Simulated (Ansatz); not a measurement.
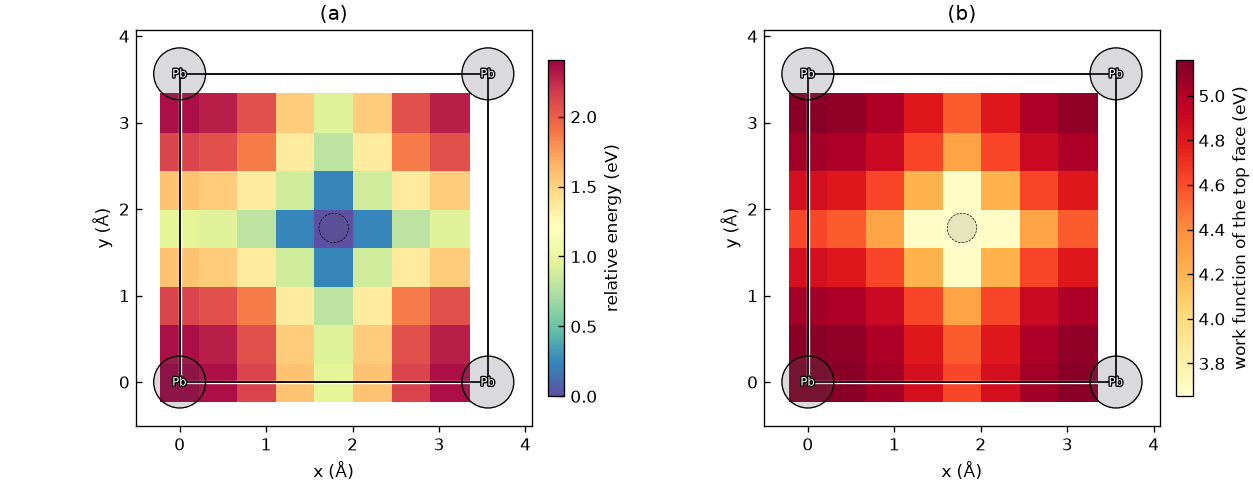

C on a Pb(100) slab cut from the Fm-3m phase, its upper half relaxed before the scan (12 atoms of substrate and one adsorbate in a 2 × 2 cell). 
- C is moved over the surface cell; relaxed at each place: the height of the adsorbate's atoms; substrate rigid; the origin of the map has the adsorbate above Pb9.
- Places are given modulo a cell vector. The map is drawn in real space over the plane of the surface.
- Grid: 8 × 8 points; 15 points were computed and 49 follow by symmetry.
- Places are given in fractions of the 1 × 1 surface cell.
- All energies are given in eV relative to the lowest grid point.
- At some places the adsorbate sinks to or below the level of the top layer.
- All numbers below come from DFT PBE, scalar-relativistic, plane waves, PAW in Ansatz. Settings: cutoff 420 eV, k-mesh 4×4×1, gaussian smearing 0.1 eV, no spin polarisation.

Panel (a) is the energy and panel (b) the computed work function of the top face on the same grid.

Drawn: one coloured cell a grid point, labelled circles for the atoms of the top layer and small ones for the second layer, the outline of one cell of the plane.

### How does the work function of the top face vary over the map, and what is it at the lowest grid point?

It runs from 3.65 eV at a place at or below the level of the top layer, (4/8, 4/8) of the cell vectors to 5.16 eV at the top site over a surface Pb atom, (0/8, 0/8) of the cell vectors. At the lowest grid point, a place at or below the level of the top layer, (4/8, 4/8) of the cell vectors, it is 3.65 eV.
